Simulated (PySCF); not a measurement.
# RuNOH: structure of the triplet

The task is one start of a wider search on RuNOH: the triplet, from a linear start. It is relaxed, tested by its Hessian and followed downhill if it is a saddle.

Method: PBE0, basis Ru def2-TZVP with ECP28, N def2-TZVP, O def2-TZVP, H def2-TZVP, scalar-relativistic core potentials, no spin–orbit coupling, density fitting; program: PySCF 2.14.0.

### 1 Where the work starts

4 atoms, charge 0, spin multiplicity 3.

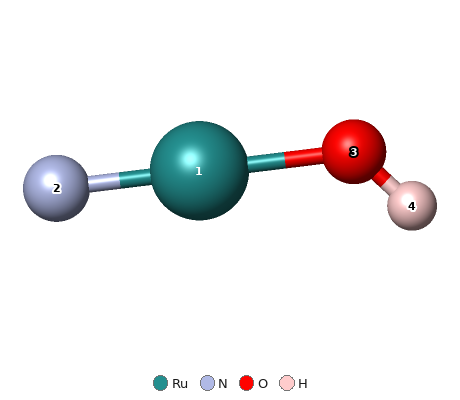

Start geometry, drawn with ruthenium teal, nitrogen light blue, oxygen red, hydrogen pink; atoms are numbered from 1 in the order of the file.

```xyz
4
charge 0 multiplicity 3
Ru    0.0000    0.0000    0.0000
N     0.0000    0.0000    1.7400
O     0.0000    0.0000   -1.8800
H     0.7354    0.0000   -2.4971
```

### 2 First SCF at the start

One driver script runs all steps and calls PySCF; scf.py shows how it sets up the SCF of each step. The optimiser is the driver's own. After this first run the driver tries any further starts and a stability analysis.

scf.py reads:

```python
from pyscf import gto, scf, dft
mol = gto.M(atom='''
Ru     0.000000     0.000000     0.000000
N      0.000000     0.000000     1.740000
O      0.000000     0.000000    -1.880000
H      0.735400     0.000000    -2.497100''',
    basis={'Ru': 'def2-TZVP', 'N': 'def2-TZVP', 'O': 'def2-TZVP', 'H': 'def2-TZVP'},
    ecp={'Ru': 'def2-TZVP'},
    charge=0, spin=2)
mf = dft.UKS(mol, xc='PBE0')
mf.grids.atom_grid = (50, 194)
aux = {'Ru': 'def2-universal-JKFIT', 'N': 'def2-universal-JKFIT', 'O': 'def2-universal-JKFIT', 'H': 'def2-universal-JKFIT'}
mf = mf.density_fit(auxbasis=aux)
mf.conv_tol = 1e-08
mf.diis_space = 10
mf.max_cycle = 60
mf.init_guess = 'minao'
mf.verbose = 4
mf.kernel()
```

Run with:

```console
$ OMP_NUM_THREADS=4 python axn.py task.json out
```

The log of the run:

```text
init E= -217.348666902156
[... the frontier-level lines of each cycle are left out ...]
cycle= 1 E= -223.924036238022  delta_E= -6.58  |g|= 1.76  |ddm|= 3.43
cycle= 2 E= -213.179072108706  delta_E= 10.7  |g|= 4.11  |ddm|= 5.52
cycle= 3 E= -225.127487412696  delta_E= -11.9  |g|= 0.415  |ddm|= 5.35
cycle= 4 E= -224.780221812591  delta_E= 0.347  |g|= 1.14  |ddm|= 1.06
cycle= 5 E= -225.184118662423  delta_E= -0.404  |g|= 0.492  |ddm|= 0.37
cycle= 6 E= -225.234066020213  delta_E= -0.0499  |g|= 0.359  |ddm|= 0.184
cycle= 7 E= -225.259270077971  delta_E= -0.0252  |g|= 0.26  |ddm|= 0.0693
cycle= 8 E= -225.284952972463  delta_E= -0.0257  |g|= 0.0865  |ddm|= 0.185
cycle= 9 E= -225.288645360752  delta_E= -0.00369  |g|= 0.0199  |ddm|= 0.0653
cycle= 10 E= -225.289215937113  delta_E= -0.000571  |g|= 0.0103  |ddm|= 0.0287
cycle= 11 E= -225.289818054376  delta_E= -0.000602  |g|= 0.00794  |ddm|= 0.0366
cycle= 12 E= -225.290919914344  delta_E= -0.0011  |g|= 0.00658  |ddm|= 0.0855
cycle= 13 E= -225.291419195877  delta_E= -0.000499  |g|= 0.00318  |ddm|= 0.109
cycle= 14 E= -225.291324441285  delta_E= 9.48e-05  |g|= 0.00397  |ddm|= 0.0587
cycle= 15 E= -225.291432569704  delta_E= -0.000108  |g|= 0.00115  |ddm|= 0.0304
cycle= 16 E= -225.291443701481  delta_E= -1.11e-05  |g|= 0.000559  |ddm|= 0.00866
cycle= 17 E= -225.291445803597  delta_E= -2.1e-06  |g|= 0.000197  |ddm|= 0.00545
cycle= 18 E= -225.291445816815  delta_E= -1.32e-08  |g|= 0.000244  |ddm|= 0.00136
cycle= 19 E= -225.29144604154  delta_E= -2.25e-07  |g|= 7.31e-05  |ddm|= 0.002
cycle= 20 E= -225.291446067074  delta_E= -2.55e-08  |g|= 3.16e-05  |ddm|= 0.000447
cycle= 21 E= -225.291446071011  delta_E= -3.94e-09  |g|= 2.26e-05  |ddm|= 0.000208
Extra cycle  E= -225.291446072176  delta_E= -1.16e-09  |g|= 3.45e-05  |ddm|= 6.35e-05
converged SCF energy = -225.291446072176  <S^2> = 2.2753226  2S+1 = 3.1782527
```

This step, with its further starts and checks, took 16 s on 4 threads of Arm Neoverse V2, shared host.

Energies from each starting density:

```
                      start  energy (Eh)
    the minimal-basis guess  -225.291446
a thermally smeared density  -225.291446
      a smeared PBE density  -225.291446
```

No lower solution of this spin turned up from the other starts or in the test of internal stability.

### 3 Relaxation: linear start, triplet

The program finds Cs symmetry in the start, which this walk keeps. Threshold on the gradient: 0.0003 Eh/bohr, with a further test on the energy change.

Changes to scf.py since step 2:

```diff
@@ -3,4 +3,4 @@
-Ru     0.000000     0.000000     0.000000
-N      0.000000     0.000000     1.740000
-O      0.000000     0.000000    -1.880000
-H      0.735400     0.000000    -2.497100''',
+Ru    -0.005576     0.000000     0.061859
+N     -0.005576     0.000000     1.801859
+O     -0.005576     0.000000    -1.818141
+H      0.729824     0.000000    -2.435241''',
@@ -17 +16,0 @@
-mf.init_guess = 'minao'
```

Steps of the walk:

```
step  energy (Eh)  change (kJ/mol)  largest symmetric gradient (Eh/bohr)
   0  -225.291446             0.00                               0.08922
   1  -225.304356           -33.89                               0.02318
   2  -225.307600           -42.41                               0.03325
   3  -225.312760           -55.96                               0.03083
   4  -225.314538           -60.63                               0.01969
   5  -225.315775           -63.87                               0.01880
   6  -225.316229           -65.07                               0.00936
   7  -225.316659           -66.20                               0.00683
   8  -225.317445           -68.26                               0.00840
   9  -225.317737           -69.03                               0.00533
  10  -225.317831           -69.27                               0.00386
  11  -225.317855           -69.34                               0.00113
  12  -225.317858           -69.34                               0.00133
  13  -225.317860           -69.35                               0.00020
```

The walk took 33 s.

Positions (Å) and forces (eV/Å) along the way:

```
step 0
Ru  -0.006   0.000   0.062  -0.613   0.000   4.588
N   -0.006   0.000   1.802   0.232   0.000  -3.916
O   -0.006   0.000  -1.818   0.646   0.000  -0.471
H    0.730   0.000  -2.435  -0.266   0.000  -0.201
step 1
Ru  -0.033   0.000   0.104  -0.820   0.000   1.192
N    0.009   0.000   1.735   0.336   0.000  -0.902
O    0.010   0.000  -1.799   0.609   0.000   0.051
H    0.727   0.000  -2.430  -0.125   0.000  -0.341
step 7
Ru  -0.356   0.000   0.102   0.166   0.000   0.210
N    0.214   0.000   1.596  -0.077   0.000  -0.351
O    0.068   0.000  -1.731  -0.328   0.000   0.084
H    0.787   0.000  -2.356   0.238   0.000   0.058
step 13
Ru  -0.423   0.000   0.074  -0.003   0.000   0.002
N    0.298   0.000   1.494   0.002   0.000   0.001
O   -0.009   0.000  -1.764   0.010   0.000  -0.008
H    0.847   0.000  -2.194  -0.009   0.000   0.006
```

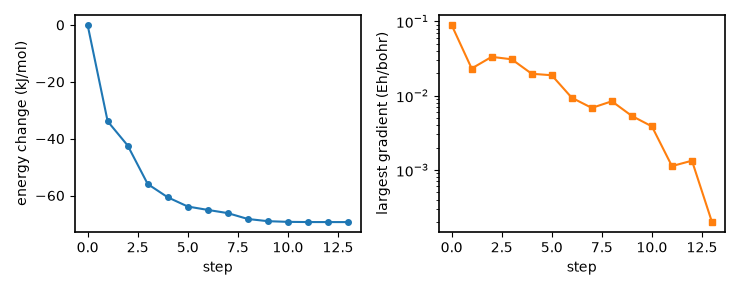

Energy and largest gradient along the walk.

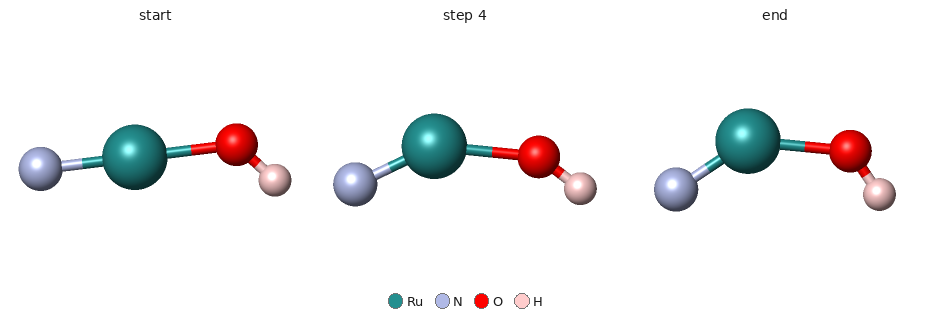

The geometry along the walk, at one scale.

End point (Cs, 13 steps, 69.4 kJ/mol gained): O–H 0.958 Å, Ru–N 1.592 Å, Ru–O 1.885 Å; H–O–Ru 129.3°, N–Ru–O 140.4°.

### 4 Is it a minimum? Harmonic modes

The point is checked on the finer grid, and tightened if its gradient asks for it. The Hessian and the dipole derivatives come from central differences of analytic gradients, with steps of 0.02 bohr.

Changes to scf.py since step 3:

```diff
@@ -3,4 +3,4 @@
-Ru    -0.005576     0.000000     0.061859
-N     -0.005576     0.000000     1.801859
-O     -0.005576     0.000000    -1.818141
-H      0.729824     0.000000    -2.435241''',
+Ru    -0.135644     0.000000     0.088934
+N      0.585341     0.000000     1.507860
+O      0.278581     0.000000    -1.749833
+H      1.135063     0.000000    -2.178740''',
@@ -11 +11 @@
-mf.grids.atom_grid = (50, 194)
+mf.grids.atom_grid = (75, 302)
@@ -14 +14 @@
-mf.conv_tol = 1e-08
+mf.conv_tol = 1e-10
```

The driver hands on the density of the step before, so the log starts near convergence.

Log of the central SCF (cycles and frontier levels):

```text
init E= -225.317858871807
[... the frontier-level lines of each cycle are left out ...]
cycle= 1 E= -225.317858871619  delta_E= 1.88e-10  |g|= 2.36e-05  |ddm|= 1.39e-05
cycle= 2 E= -225.317858868086  delta_E= 3.53e-09  |g|= 0.0001  |ddm|= 5.58e-05
cycle= 3 E= -225.317858871826  delta_E= -3.74e-09  |g|= 2.71e-06  |ddm|= 4.53e-05
cycle= 4 E= -225.317858871829  delta_E= -3.35e-12  |g|= 8.63e-07  |ddm|= 1.67e-06
Extra cycle  E= -225.31785887183  delta_E= -2.84e-13  |g|= 1.66e-06  |ddm|= 2.07e-06
converged SCF energy = -225.31785887183  <S^2> = 2.0176098  2S+1 = 3.011717
```

The whole step took 80 s.

Geometry: Cs; O–H 0.958 Å, Ru–N 1.592 Å, Ru–O 1.885 Å; H–O–Ru 129.3°, N–Ru–O 140.4°.

Modes, for the most abundant isotopes:

| symmetry | ω (cm⁻¹) | IR (km/mol) | μ (u) |
| --- | --- | --- | --- |
| a' | 194 | 6.5 | 6.09 |
| a'' | 380 | 116 | 1.25 |
| a' | 631 | 220 | 2.24 |
| a' | 699 | 16.1 | 2.10 |
| a' | 1162 | 113 | 15.60 |
| a' | 3924 | 166 | 1.07 |

No imaginary mode, so this is a minimum.

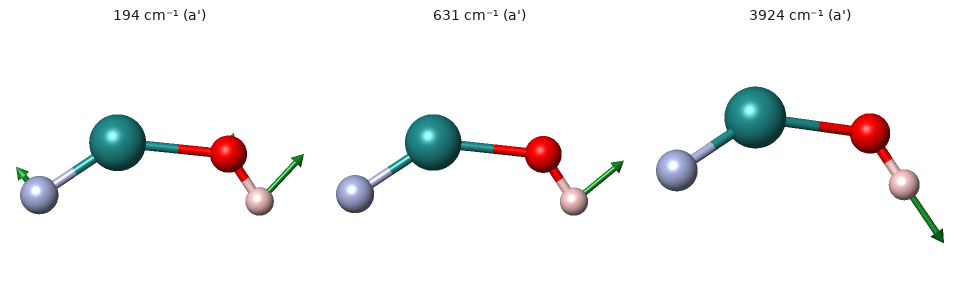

Displacements of 3 of the modes, as arrows (one member where a mode is degenerate).

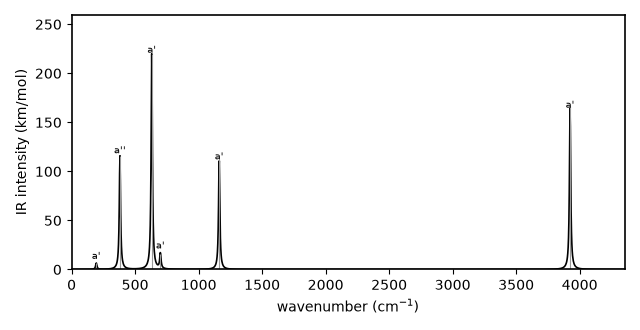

The harmonic infrared spectrum (widths in cm⁻¹). Lines are broadened to a width of 12 cm⁻¹ (Lorentzian).

Properties at this point:

```yaml
Dipole_moment: 1.06 D
Highest_occupied_level: -6.22 eV
Lowest_empty_level: -3.49 eV
Rotational_constants: 1.832, 0.1951, 0.1763 cm⁻¹
Zero-point_energy: 41.8 kJ/mol
Principal_polarisabilities: 35.3, 41.3, 59.2 bohr³
Atomisation_energy_without_zero-point_energy: 1208 kJ/mol
Principal_traceless_quadrupole_moments_about_the_centre_of_mass: -7.43, 1.02, 6.40 D Å
Entropy_at_298.15_K_and_1_bar_electronic_part_spin_only: 290.9 J/(mol K)
Heat_capacity_Cp_at_298.15_K: 55.8 J/(mol K)
Enthalpy_at_298.15_K_above_0_K: 13.00 kJ/mol
Rotational_symmetry_number: 1
Spin_squared_⟨S²⟩: 2.018
```

Charges (e) and bond orders:

```
atom  Mulliken  Löwdin  polar tensor  spin (Mulliken)  Mayer order to Ru1
 Ru1      0.89    0.46          1.00             1.90                   –
  N2     -0.45   -0.23         -0.49             0.09                2.69
  O3     -0.78   -0.39         -0.83             0.01                0.80
  H4      0.34    0.16          0.32             0.00                0.01
```

Outer orbital energies (eV). α occupied: -11.61, -11.57, -10.83, -10.26, -9.77, -8.43, -7.85, -6.22; empty: -2.67, -1.80, 0.06, 0.49. β occupied: -21.39, -14.47, -11.20, -11.16, -9.97, -9.62, -9.26, -7.34; empty: -3.49, -2.89, -2.20, -1.27.

Mulliken populations on Ru1 (outside its core potential): s 2.59, p 6.18, d 6.33, f 0.02.

### 5 Results

```
                                          quantity                                                                  value
                                           minimum                                                            triplet, Cs
                                          geometry  O–H 0.958 Å, Ru–N 1.592 Å, Ru–O 1.885 Å; H–O–Ru 129.3°, N–Ru–O 140.4°
                                wavenumbers (cm⁻¹)          194 (a'), 380 (a''), 631 (a'), 699 (a'), 1162 (a'), 3924 (a')
                                     dipole moment                                                                 1.06 D
highest occupied, lowest empty level (either spin)                                                        -6.22, -3.49 eV
                        polar-tensor charge of Ru1                                                                +1.00 e
                                 zero-point energy                                                            41.8 kJ/mol
                               entropy at 298.15 K                                                        290.9 J/(mol K)
         atomisation energy (no zero-point energy)                                                            1208 kJ/mol
                                              ⟨S²⟩                                                                  2.018
```

The linear start keeps its Cs symmetry and ends in a minimum. In the infrared the band at 631 cm⁻¹ (a') leads. Most of the spin sits on Ru1 (Mulliken spin 1.90, against 2 for the whole molecule). Only this shape and spin were tried, so other structures or states may lie lower. One determinant may miss the lowest occupation of an open d or f shell.

The search up to here took 2.2 min.
